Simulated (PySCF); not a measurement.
CH$_{4}$AlN: energy and gradient calculation

- system: CH$_{4}$AlN, SMILES C#[N+][AlH3-]
- method: PBE0/def2-SVP, RKS (PySCF 2.14.0)

The geometry comes from this level: GFN2-xTB. Figures and captions count atoms from 1; the log counts them from 0 in places.

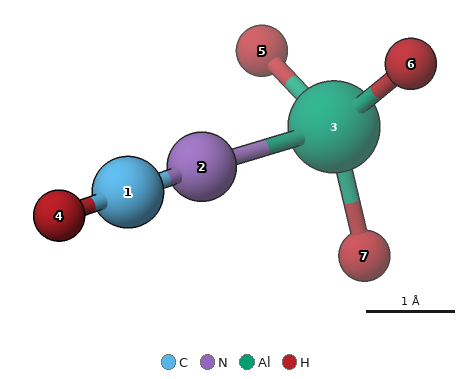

*The structure (ball-and-stick view, seen at a tilt; atoms are numbered from 1 in the order of the input). Sticks mark near contacts.*

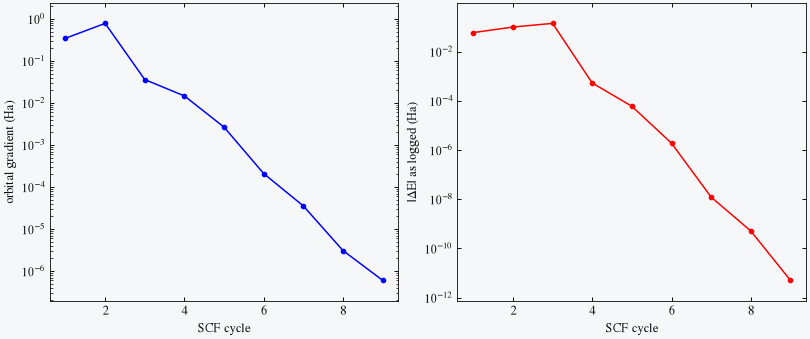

*Convergence of the self-consistent field: orbital gradient and size of the energy change against the SCF cycle.*

The residual comes down, with one marked jump up, by a factor of about 2.5, at step 2.

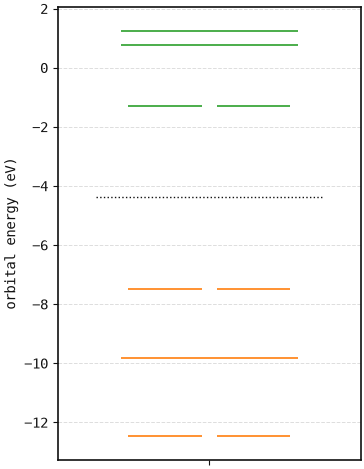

*Orbital energies near the frontier; the dotted line parts filled from empty levels, and levels within 0.02 eV of each other stand side by side.*

Highest filled −7.48 eV, lowest empty −1.29 eV, 6.19 eV apart.

These pictures come from the run below.

## Input (job.py)
```python
from pyscf import gto, dft

mol = gto.Mole()
mol.atom = '''
C     -0.725960    -1.719500     0.228770
N     -0.304390    -0.672260     0.076330
Al     0.484780     1.150880    -0.155310
H     -1.120610    -2.692910     0.372220
H     -0.078600     1.420840    -1.589300
H     -0.233890     1.806040     1.070950
H      1.978670     0.706910    -0.003660
'''
mol.max_memory = 1860
mol.verbose = 4
mol.basis = 'def2-svp'
mol.build()

mf = dft.RKS(mol)
mf.xc = 'pbe0'
mf.grids.level = 5
mf.conv_tol = 1e-10
mf.kernel()
if not mf.converged:
    mf = mf.newton().run(mf.mo_coeff, mf.mo_occ)

e_final = mf.e_tot
print('Final energy', e_final)
grad = mf.nuc_grad_method().kernel()
mf.analyze()
```

Run as:
```bash
OMP_NUM_THREADS=1 python job.py
```

## What the program printed
```
PySCF version 2.14.0

[INPUT] num. atoms = 7
[INPUT] num. electrons = 30
[INPUT] charge = 0
[INPUT] spin (= nelec alpha-beta = 2S) = 0
[INPUT] symmetry False subgroup None
[INPUT] Mole.unit = angstrom
[INPUT] Symbol           X                Y                Z      unit          X                Y                Z       unit  Magmom
[INPUT]  1 C     -0.725960000000  -1.719500000000   0.228770000000 AA   -1.371865577389  -3.249384071190   0.432312645517 Bohr   0.0
[INPUT]  2 N     -0.304390000000  -0.672260000000   0.076330000000 AA   -0.575213735056  -1.270387284500   0.144242795088 Bohr   0.0
[INPUT]  3 Al     0.484780000000   1.150880000000  -0.155310000000 AA    0.916101430667   2.174848002239  -0.293493364406 Bohr   0.0
[INPUT]  4 H     -1.120610000000  -2.692910000000   0.372220000000 AA   -2.117645992449  -5.088862378103   0.703393858086 Bohr   0.0
[INPUT]  5 H     -0.078600000000   1.420840000000  -1.589300000000 AA   -0.148532473391   2.684998466827  -3.003341729771 Bohr   0.0
[INPUT]  6 H     -0.233890000000   1.806040000000   1.070950000000 AA   -0.441988043275   3.412920970009   2.023802193103 Bohr   0.0
[INPUT]  7 H      1.978670000000   0.706910000000  -0.003660000000 AA    3.739144390893   1.335866294716  -0.006916397616 Bohr   0.0

nuclear repulsion = 83.9292079076621
number of shells = 32
number of NR pGTOs = 112
number of NR cGTOs = 66
basis = def2-svp
ecp = {}

******** <class 'pyscf.dft.rks.RKS'> ********
method = RKS
initial guess = minao
damping factor = 0
level_shift factor = 0
DIIS = <class 'pyscf.scf.diis.CDIIS'>
diis_start_cycle = 1
diis_space = 8
diis_damp = 0
SCF conv_tol = 1e-10
SCF conv_tol_grad = None
SCF max_cycles = 50
direct_scf = True
direct_scf_tol = 1e-13
XC library pyscf.dft.libxc version 7.0.0
    S. Lehtola, C. Steigemann, M. J.T. Oliveira, and M. A.L. Marques.,  SoftwareX 7, 1–5 (2018)
XC functionals = pbe0
radial grids:
    Treutler-Ahlrichs [JCP 102, 346 (1995); DOI:10.1063/1.469408] (M4) radial grids

becke partition: Becke, JCP 88, 2547 (1988); DOI:10.1063/1.454033
pruning grids: <function nwchem_prune>
grids dens level: 5
symmetrized grids: False
atomic radii adjust function: <function treutler_atomic_radii_adjust>
small_rho_cutoff = 0
Set gradient conv threshold to 1e-05
Initial guess from minao.
tot grids = 222304
init E= -337.277841436622
  HOMO = -0.329281323856869  LUMO = -0.0510782541576359  gap/eV = 7.57029
cycle= 1 E= -337.218399699089  delta_E= 0.0594  |g|= 0.346  |ddm|= 2.54
  HOMO = -0.233773846150095  LUMO = -0.0548068777176869  gap/eV = 4.86994
cycle= 2 E= -337.118199592463  delta_E=  0.1  |g|= 0.783  |ddm|= 0.805
  HOMO = -0.25908721801805  LUMO = -0.0577802947584457  gap/eV = 5.47784
cycle= 3 E= -337.258740106463  delta_E= -0.141  |g|= 0.036  |ddm|= 0.505
  HOMO = -0.275861804887924  LUMO = -0.044213685755182  gap/eV = 6.30347
cycle= 4 E= -337.259272184124  delta_E= -0.000532  |g|= 0.0147  |ddm|= 0.0651
  HOMO = -0.275140585339884  LUMO = -0.0479627371248743  gap/eV = 6.18182
cycle= 5 E= -337.259332213634  delta_E= -6e-05  |g|= 0.00266  |ddm|= 0.0157
  HOMO = -0.274828567285821  LUMO = -0.0474786425295718  gap/eV = 6.18651
cycle= 6 E= -337.259334113934  delta_E= -1.9e-06  |g|= 0.000209  |ddm|= 0.00319
  HOMO = -0.274792676459536  LUMO = -0.0474821615916307  gap/eV = 6.18543
cycle= 7 E= -337.259334126113  delta_E= -1.22e-08  |g|= 3.55e-05  |ddm|= 0.000222
  HOMO = -0.274791738430759  LUMO = -0.0474949837472417  gap/eV = 6.18506
cycle= 8 E= -337.259334126625  delta_E= -5.12e-10  |g|= 3.08e-06  |ddm|= 5.71e-05
  HOMO = -0.274791420435803  LUMO = -0.0474946408820135  gap/eV = 6.18506
cycle= 9 E= -337.25933412663  delta_E= -5.06e-12  |g|= 6.03e-07  |ddm|= 5.17e-06
  HOMO = -0.274791377236826  LUMO = -0.0474947754148917  gap/eV = 6.18506
Extra cycle  E= -337.25933412663  delta_E= -5.68e-14  |g|= 3.77e-07  |ddm|= 1.37e-06
converged SCF energy = -337.25933412663
Final energy -337.25933412663045

******** <class 'pyscf.grad.rks.Gradients'> for <class 'pyscf.dft.rks.RKS'> ********
unit = Eh/Bohr
grid_response = False
--------------- RKS gradients ---------------
         x                y                z
0 C     0.0029358638     0.0060589771    -0.0007556694
1 N    -0.0054193857    -0.0122721968     0.0017660466
2 Al     0.0000670380    -0.0001058593    -0.0000457323
3 H     0.0062651540     0.0155528870    -0.0022161171
4 H     0.0028219739    -0.0036945457     0.0096613579
5 H     0.0036963194    -0.0063147448    -0.0076892478
6 H    -0.0103645992     0.0007762239    -0.0007181421
----------------------------------------------
**** SCF Summaries ****
Total Energy =                        -337.259334126630449
Nuclear Repulsion Energy =              83.929207907662089
One-electron Energy =                 -630.817157807185936
Two-electron Energy =                  209.628615772893397
Two-electron Coulomb Energy =          241.768658533394785
DFT Exchange-Correlation Energy =      -32.140042760501387
HOMO-LUMO gap [eV] =                     6.185055573210880
**** MO energy ****
MO #1   energy= -56.0872519589212  occ= 2
MO #2   energy= -14.4881570717123  occ= 2
MO #3   energy= -10.3650949401632  occ= 2
MO #4   energy= -4.12619732544682  occ= 2
MO #5   energy= -2.6624166909567   occ= 2
MO #6   energy= -2.65602263251211  occ= 2
MO #7   energy= -2.65601591909807  occ= 2
MO #8   energy= -1.02058698698039  occ= 2
MO #9   energy= -0.681660299969508 occ= 2
MO #10  energy= -0.555577507660026 occ= 2
MO #11  energy= -0.458399090643051 occ= 2
MO #12  energy= -0.458391160093063 occ= 2
MO #13  energy= -0.361463360752459 occ= 2
MO #14  energy= -0.274881364513656 occ= 2
MO #15  energy= -0.274791377236826 occ= 2
MO #16  energy= -0.0474947754148917 occ= 0
MO #17  energy= -0.0473978695494785 occ= 0
MO #18  energy= 0.0276494855710441 occ= 0
MO #19  energy= 0.0456756132016451 occ= 0
MO #20  energy= 0.102968666549178  occ= 0
MO #21  energy= 0.105516503687134  occ= 0
MO #22  energy= 0.105783709251553  occ= 0
MO #23  energy= 0.162748420597345  occ= 0
MO #24  energy= 0.228896639475928  occ= 0
MO #25  energy= 0.32402431865512   occ= 0
MO #26  energy= 0.324271841952494  occ= 0
MO #27  energy= 0.358553714248326  occ= 0
MO #28  energy= 0.418803210397084  occ= 0
MO #29  energy= 0.419229789400922  occ= 0
MO #30  energy= 0.485588540188956  occ= 0
MO #31  energy= 0.48620782078963   occ= 0
MO #32  energy= 0.532087178385594  occ= 0
MO #33  energy= 0.54715056354661   occ= 0
MO #34  energy= 0.547792146808208  occ= 0
MO #35  energy= 0.592801371937162  occ= 0
MO #36  energy= 0.721541030120644  occ= 0
MO #37  energy= 0.830780399960276  occ= 0
MO #38  energy= 0.837379540264456  occ= 0
MO #39  energy= 0.839381671236761  occ= 0
MO #40  energy= 0.931789626658821  occ= 0
MO #41  energy= 0.932432094650598  occ= 0
MO #42  energy= 0.995540715206527  occ= 0
MO #43  energy= 1.01993293684891   occ= 0
MO #44  energy= 1.27267795366151   occ= 0
MO #45  energy= 1.27544148871231   occ= 0
MO #46  energy= 1.32429790221763   occ= 0
MO #47  energy= 1.44424594718316   occ= 0
MO #48  energy= 1.53436869747089   occ= 0
MO #49  energy= 1.53454224246329   occ= 0
MO #50  energy= 1.62481836424829   occ= 0
MO #51  energy= 1.62626424907672   occ= 0
MO #52  energy= 1.65452664381026   occ= 0
MO #53  energy= 1.73199996726372   occ= 0
MO #54  energy= 1.73244838489586   occ= 0
MO #55  energy= 1.9046660048609    occ= 0
MO #56  energy= 1.90514164921538   occ= 0
MO #57  energy= 1.97657827604573   occ= 0
MO #58  energy= 2.15710879328356   occ= 0
MO #59  energy= 2.17014855632549   occ= 0
MO #60  energy= 2.17300255846517   occ= 0
MO #61  energy= 2.26011053649517   occ= 0
MO #62  energy= 2.26290542740406   occ= 0
MO #63  energy= 2.92609119774209   occ= 0
MO #64  energy= 2.9262088686685    occ= 0
MO #65  energy= 3.03520756820228   occ= 0
MO #66  energy= 3.67236653243704   occ= 0
 ** Mulliken pop on meta-lowdin orthogonal AOs  **
 ** Mulliken pop  **
pop of  0 C 1s            1.99986
pop of  0 C 2s            0.97357
pop of  0 C 3s            0.00889
pop of  0 C 2px           0.92455
pop of  0 C 2py           1.06559
pop of  0 C 2pz           0.90006
pop of  0 C 3px           0.00407
pop of  0 C 3py           0.01456
pop of  0 C 3pz           0.00234
pop of  0 C 3dxy          0.00202
pop of  0 C 3dyz          0.00175
pop of  0 C 3dz^2         0.00073
pop of  0 C 3dxz          0.00031
pop of  0 C 3dx2-y2       0.00201
pop of  1 N 1s            1.99990
pop of  1 N 2s            1.37423
pop of  1 N 3s            0.01127
pop of  1 N 2px           1.15366
pop of  1 N 2py           1.36524
pop of  1 N 2pz           1.11759
pop of  1 N 3px           0.00105
pop of  1 N 3py           0.00481
pop of  1 N 3pz           0.00040
pop of  1 N 3dxy          0.00299
pop of  1 N 3dyz          0.00203
pop of  1 N 3dz^2         0.00135
pop of  1 N 3dxz          0.00033
pop of  1 N 3dx2-y2       0.00315
pop of  2 Al 1s           1.99999
pop of  2 Al 2s           1.99979
pop of  2 Al 3s           0.95824
pop of  2 Al 4s           0.00355
pop of  2 Al 2px          1.99985
pop of  2 Al 2py          1.99979
pop of  2 Al 2pz          1.99986
pop of  2 Al 3px          0.66912
pop of  2 Al 3py          0.34886
pop of  2 Al 3pz          0.74104
pop of  2 Al 4px          0.00744
pop of  2 Al 4py          0.00425
pop of  2 Al 4pz          0.00816
pop of  2 Al 3dxy         0.00310
pop of  2 Al 3dyz         0.00143
pop of  2 Al 3dz^2        0.00531
pop of  2 Al 3dxz         0.00424
pop of  2 Al 3dx2-y2      0.00296
pop of  3 H 1s            0.78004
pop of  3 H 2s            0.01708
pop of  3 H 2px           0.00037
pop of  3 H 2py           0.00177
pop of  3 H 2pz           0.00014
pop of  4 H 1s            1.16525
pop of  4 H 2s            0.00057
pop of  4 H 2px           0.00033
pop of  4 H 2py           0.00011
pop of  4 H 2pz           0.00206
pop of  5 H 1s            1.16551
pop of  5 H 2s            0.00058
pop of  5 H 2px           0.00052
pop of  5 H 2py           0.00048
pop of  5 H 2pz           0.00149
pop of  6 H 1s            1.16536
pop of  6 H 2s            0.00058
pop of  6 H 2px           0.00224
pop of  6 H 2py           0.00020
pop of  6 H 2pz           0.00005
 ** Mulliken atomic charges  **
charge of    0C =      0.09970
charge of    1N =     -0.03799
charge of    2Al =      0.24302
charge of    3H =      0.20060
charge of    4H =     -0.16832
charge of    5H =     -0.16858
charge of    6H =     -0.16842
Dipole moment(X, Y, Z, Debye): -2.40375, -5.74807,  0.77941
```

## Key numbers

- outcome: converged
- total energy: −337.259334 hartree
- basis functions: 66
- largest force: 0.870 eV/Å
- HOMO: −7.48 eV
- LUMO: −1.29 eV
- dipole moment: 6.28 D
- hardware: 1 thread of Intel Xeon (Granite Rapids), 16 GiB of memory available, shared host
- wall time: 14 s
- peak memory: 0.67 GiB
